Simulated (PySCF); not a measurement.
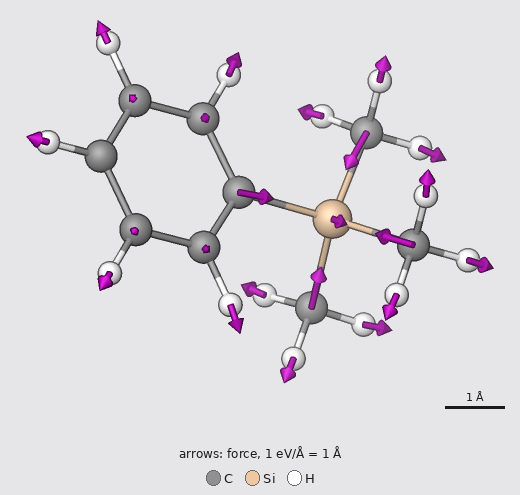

Starting geometry of C$_{9}$H$_{14}$Si with the computed forces as purple arrows. Style: ball-and-stick. Shown from a free direction.

The start comes from GFN2-xTB.

These are results of PySCF, PBE0-D3(BJ)/def2-SVP geometry optimisation, gas phase, not measurements. 

**Is this structure relaxed? If not, where do the atoms go?**

It isn't relaxed: the largest force vector, on a C atom, is 0.91 eV/Å. The final displacements have little in common with the starting forces (cosine between the two patterns 0.14). The largest move after the best rigid fit is that of an H atom, 0.17 Å. Largest moves by element: H 0.17 Å, C 0.10 Å, Si 0.01 Å. Among the contacts that change: C–Si 1.910 → 1.883 Å, C–H 1.086 → 1.101 Å, C–C 1.393 → 1.405 Å, C–C 1.383 → 1.393 Å. Over 6 geometry steps the energy falls by 0.096 eV.
